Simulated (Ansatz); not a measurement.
# Lattice dynamics of SnSeS monolayer, Janus, part 3 of 3

Wanted: phonon frequencies of SnSeS monolayer, Janus and what follows from them.

Ansatz 0.2.0; DFT PBEsol, scalar-relativistic, plane waves, PAW; PAW set soft_1.

So far. Step 4 (Relaxing to small forces for the phonons): The largest force component left is 0.072 meV/Å, within the tolerances set. Step 5 (Zone-centre response): Before it was imposed, the acoustic sum rule was missed by 2.3e-4 eV/Å² and the charge sum rule by 0.0034 e. Small misses are needed for a sound result but don't prove that mesh and cutoff are converged. The lowest optical mode is real, 134 cm⁻¹.

### 6. The dispersion (continued)

The phonon density of states has structure finer than the step of the table below, so its rows give means over 20 cm⁻¹, whole bins alone (the curve runs from -2.5 to 328 cm⁻¹). Peaks (cm⁻¹: height): 62.5: 0.0621, 132.5: 0.0994, 172.5: 0.0821, 192.5: 0.0825, 207.5: 0.0611, 252.5: 0.123, 282.5: 0.0520.

Tetrahedra on a 24×24×1 mesh, mean over bins of 5 cm-1. Interpolated from a 6×6×1 q mesh. Phonon density of states against wavenumber; means over each step:

| wavenumber (cm⁻¹) | phonon density of states (1/cm⁻¹/cell) |
| --- | --- |
| 20 | 0.00977 |
| 40 | 0.0183 |
| 60 | 0.0385 |
| 80 | 0.0226 |
| 100 | 0.0200 |
| 120 | 0.0283 |
| 140 | 0.0528 |
| 160 | 0.0241 |
| 180 | 0.0453 |
| 200 | 0.0540 |
| 220 | 0.0294 |
| 240 | 0.0204 |
| 260 | 0.0351 |
| 280 | 0.0349 |
| 300 | 0.0107 |

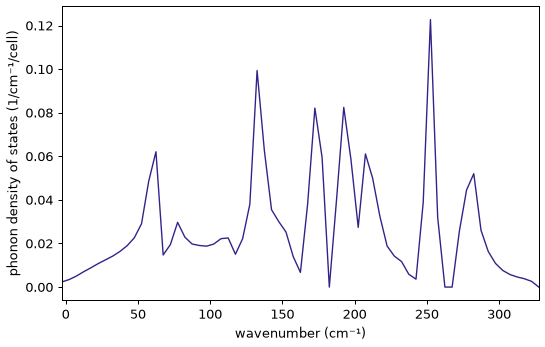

Phonon density of states against wavenumber.

The partial phonon density of states has structure finer than the step of the table below, so its rows give means over 25 cm⁻¹, whole bins alone (the curve runs from -14.2 to 345 cm⁻¹). Peaks (cm⁻¹: height): S 134.8: 0.0109, 193.5: 0.0386, 254.4: 0.0743, 279.3: 0.0423; Se 60.3: 0.0164, 134.8: 0.0518, 173.2: 0.0515, 193.5: 0.0208, 207.0: 0.0224; Sn 60.3: 0.0394, 100.9: 0.0156, 132.5: 0.0306, 173.2: 0.0225, 193.5: 0.0189, 254.4: 0.00858, 279.3: 0.0100.

Phonopy on the run's constants, 17x17x1 mesh, Gaussian sigma 2.6 cm-1. Interpolated from a 6×6×1 q mesh. Table of partial phonon density of states by wavenumber; means over each step; values in 1/cm⁻¹/cell:

| wavenumber (cm⁻¹) | S | Se | Sn |
| --- | --- | --- | --- |
| 0 | 4.3e-4 | 0.00108 | 0.00158 |
| 25 | 0.00147 | 0.00387 | 0.00606 |
| 50 | 0.00297 | 0.00965 | 0.0198 |
| 75 | 0.00158 | 0.00806 | 0.0145 |
| 100 | 9.9e-4 | 0.00762 | 0.0126 |
| 125 | 0.00423 | 0.0227 | 0.0161 |
| 150 | 0.00322 | 0.0178 | 0.00732 |
| 175 | 0.00442 | 0.0244 | 0.0116 |
| 200 | 0.0235 | 0.0175 | 0.0149 |
| 225 | 0.0127 | 0.00541 | 0.00416 |
| 250 | 0.0324 | 0.00149 | 0.00366 |
| 275 | 0.0218 | 3.4e-4 | 0.00489 |
| 300 | 0.00906 | 6.3e-5 | 0.00235 |
| 325 | 0.00129 | 2.7e-5 | 4.9e-4 |

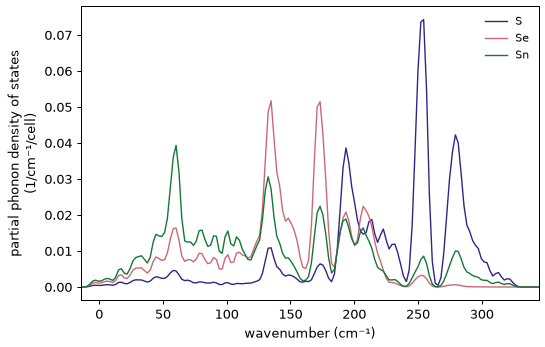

Partial phonon density of states against wavenumber.

Symmetry leaves 7 wavevectors to solve. The lowest mode among them, the acoustic zeros apart, lies at q = (0, 0.167, 0) and is real, 18.9 cm⁻¹.

### 7. Another isotope, element S, natural mass 32.06 amu

An isotope changes the mass and not the force constants, so no new electronic calculation is needed; the shifts show which modes move this element.

The same force constants with the mass of S changed from 32.060 to 33.968 u (phonopy, no LO-TO term). Both lists are sorted by frequency; levels can cross, so a row need not hold one and the same mode. Modes under 3 cm⁻¹ are left out. Isotope shifts, by row:

| q | rank | natural mass (cm⁻¹) | changed mass (cm⁻¹) |
| --- | --- | --- | --- |
| 0 0 0 | 4 | 133.7 | 133.2 |
| 0 0 0 | 5 | 133.7 | 133.2 |
| 0 0 0 | 6 | 187.7 | 183.8 |
| 0 0 0 | 7 | 187.7 | 183.8 |
| 0 0 0 | 8 | 221.8 | 220.5 |
| 0 0 0 | 9 | 325 | 318.8 |
| 0 0.1667 0 | 1 | 18.85 | 18.77 |
| 0 0.1667 0 | 2 | 44.23 | 44.08 |
| 0 0.1667 0 | 3 | 75.14 | 74.87 |
| 0 0.1667 0 | 4 | 134 | 133.4 |
| 0 0.1667 0 | 5 | 166.1 | 165.1 |
| 0 0.1667 0 | 6 | 191.3 | 187.2 |
| 0 0.1667 0 | 7 | 212.5 | 211.8 |
| 0 0.1667 0 | 8 | 251.1 | 246.5 |
| 0 0.1667 0 | 9 | 302.9 | 296.2 |
| 0 0.3333 0 | 1 | 47.9 | 47.76 |
| 0 0.3333 0 | 2 | 69.89 | 69.77 |
| 0 0.3333 0 | 3 | 124.2 | 123.9 |
| 0 0.3333 0 | 4 | 131.8 | 131.1 |
| 0 0.3333 0 | 5 | 178.1 | 178 |
| 0 0.3333 0 | 6 | 197.7 | 193.5 |
| 0 0.3333 0 | 7 | 204.1 | 203.3 |
| 0 0.3333 0 | 8 | 254.5 | 248 |
| 0 0.3333 0 | 9 | 286.1 | 279.9 |
| 0 -0.5 0 | 1 | 63.05 | 62.92 |
| 0 -0.5 0 | 2 | 77.47 | 77.4 |
| 0 -0.5 0 | 3 | 131 | 130.2 |
| 0 -0.5 0 | 4 | 137.1 | 137 |
| 0 -0.5 0 | 5 | 171.3 | 171 |
| 0 -0.5 0 | 6 | 200.7 | 196.4 |
| 0 -0.5 0 | 7 | 206.5 | 205.5 |
| 0 -0.5 0 | 8 | 257.8 | 251 |
| 0 -0.5 0 | 9 | 281 | 275.1 |

A mode of this element alone would shift by -2.85 %. The highest zone-centre frequency without the field goes from 325.0 to 318.8 cm⁻¹ (-1.9 %). The product of the frequency ratios over all optical modes at Γ is 0.928; the product rule, (m/m′)^(3k/2) (M′/M)^(3/2) with k = 1 such atoms and M the mass of the cell, gives 0.928.

### 8. Isotope substitution, element Se, natural mass 78.971 amu

The same for Se, from 78.97 to 81.92 u.

A mode of this element alone would shift by -1.81 %. The highest zone-centre frequency without the field goes from 325.0 to 324.8 cm⁻¹ (-0.0 %). The product of the frequency ratios over all optical modes at Γ is 0.965; the product rule, (m/m′)^(3k/2) (M′/M)^(3/2) with k = 1 such atoms and M the mass of the cell, gives 0.965.

### 9. Isotope substitution, element Sn, natural mass 118.71 amu

The same for Sn, from 118.71 to 123.91 u.

A mode of this element alone would shift by -2.12 %. The highest zone-centre frequency without the field goes from 325.0 to 322.9 cm⁻¹ (-0.6 %). The product of the frequency ratios over all optical modes at Γ is 0.970; the product rule, (m/m′)^(3k/2) (M′/M)^(3/2) with k = 1 such atoms and M the mass of the cell, gives 0.970.

### 10. What came out

- space group after relaxation (within 0.01 Å): P3m1
- area per atom: 4.00 Å²
- gap on the k-mesh: 0.909 eV
- highest optical mode at the zone centre (no LO-TO term): 325 cm⁻¹
- lowest optical zone-centre mode: 134 cm⁻¹
- largest Born charge (third of the trace): 3.35 e
- lowest mode on the q mesh (acoustic modes at Γ apart): 18.9 cm⁻¹
- highest frequency on the path or at a solved wavevector: 325 cm⁻¹
- imaginary modes on the 6×6×1 q mesh: none

The structure is a minimum as far as tested: no mode is imaginary at the 7 irreducible wavevectors of the 6×6×1 mesh, and the softest away from the acoustic zeros lies at 19 cm⁻¹. Without the field, the optical modes at Γ span 134 to 325 cm⁻¹. The highest mode in this list at Γ, 325.0 cm⁻¹, has its largest share on S (68 % of the kinetic energy). The strongest infrared line is at 188 cm⁻¹. Averaged over orientations, the strongest Raman line at 532 nm and 300 K is at 222 cm⁻¹. The tensors are the static, non-resonant ones, while 532 nm light (2.33 eV) lies above the computed gap. In a sheet or slab the interpolated bending branch near Γ is rough, since the rotational sum rule isn't imposed. Dielectric tensors refer to the cell with its vacuum. The program warns that the interpolation holds no quadrupole term, so branches close to Γ can be off in this crystal. Spin-orbit coupling is left out, which can matter for the heavy elements here. The PAW files were made for PBE and serve the other functionals too. The starting cell was built on a prototype and not taken from a measurement. These are harmonic frequencies at zero temperature: anharmonic shifts, linewidths and thermal expansion are left out.

[Hosts, paths, dates, database ids (printed as entryN), source tags and the programs' standing remarks are cut or masked in the printed files.]
